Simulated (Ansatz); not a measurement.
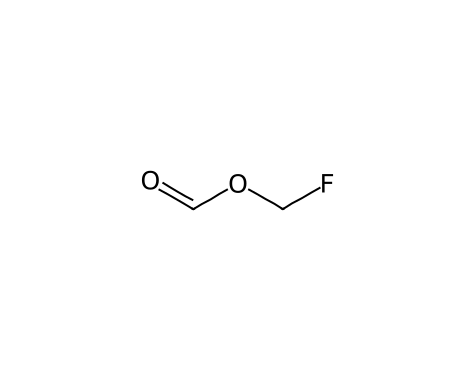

2D structure.

Transcribe the drawing into SMILES.

O=COCF

Give the formula, hydrogens included.

C2H3FO2.

The parts below concern this one geometry. Atoms keep their numbers from picture to picture. Computed geometry: PBE0-D4/def2-TZVP optimisation.

Geometry

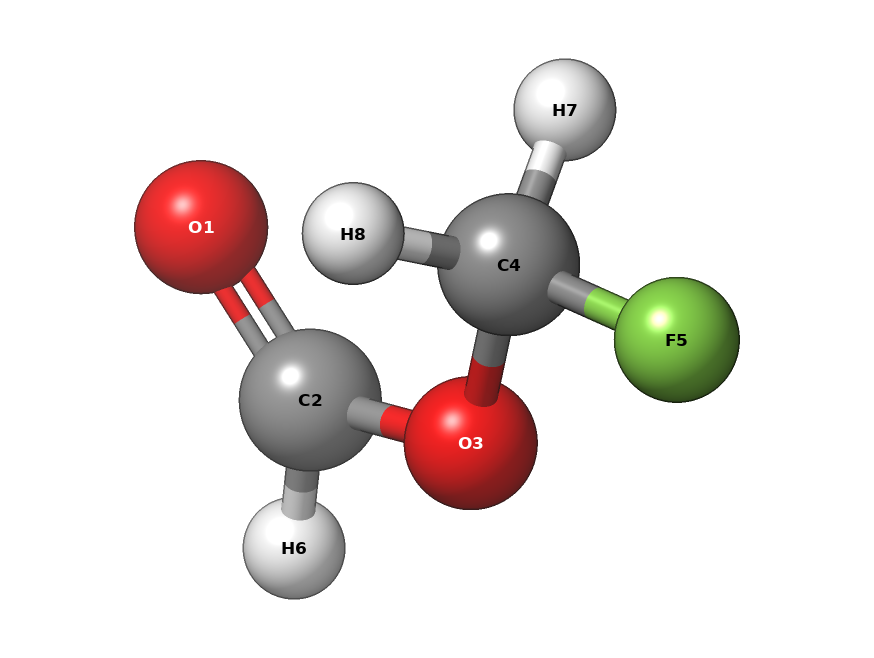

Atoms carry their numbers in the input.

How are the neighbours of atom 2 arranged?

C2 has 3 neighbours (O1 at 1.20, O3 at 1.33, H6 at 1.10 Å); the arrangement is trigonal planar.

Describe the coordination of atom 3.

O3 has 2 neighbours (C2 at 1.33, C4 at 1.41 Å); the arrangement is bent.

Describe the coordination of atom 4.

C4 has 4 neighbours (O3 at 1.41, F5 at 1.35, H7 at 1.09, H8 at 1.09 Å); the arrangement is tetrahedral.

What is the dihedral angle O1–C2–O3–C4?

0° in size, that is syn (eclipsed).

Vibrations

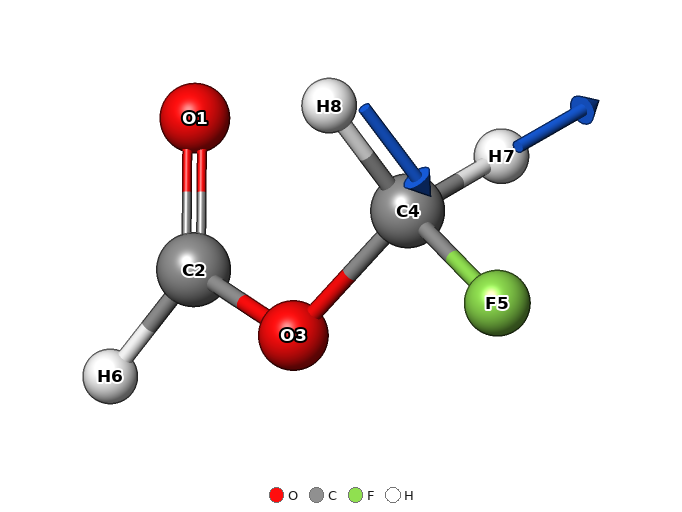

The arrows show one normal mode. Harmonic vibrations computed with RKS PBE0-D4/def2-TZVP (Ansatz 0.2.0) at a stationary point of the same level.

What kind of motion is it?

Mostly out-of-phase stretching of 2 C–H bonds.

At what wavenumber does it lie?

3138 cm⁻¹; it is mode 18 of 18 counted from the lowest.

Charges

The questions are on Mulliken charges. Level of theory: RKS PBE-D4/def2-TZVPP (Ansatz 0.2.0).

Which atom carries the highest charge (most positive or least negative)?

C2 (0.16 e).

And the lowest?

O1 (−0.26 e).

Give the Mulliken charges atom by atom.

| atom | value (e) |
| --- | --- |
| O1 | −0.26 |
| C2 | 0.16 |
| O3 | −0.15 |
| C4 | 0.11 |
| F5 | −0.17 |
| H6 | 0.08 |
| H7 | 0.11 |
| H8 | 0.11 |

Electronic properties

Level of theory: RKS B97M-V/def2-TZVPP (Ansatz 0.2.0).

Computed properties:

- HOMO energy (Kohn–Sham orbital): −7.50 eV
- LUMO energy (Kohn–Sham orbital): −1.17 eV
- HOMO–LUMO gap: 6.34 eV

Mulliken values depend strongly on the basis set and can even reverse the polarity of a bond.
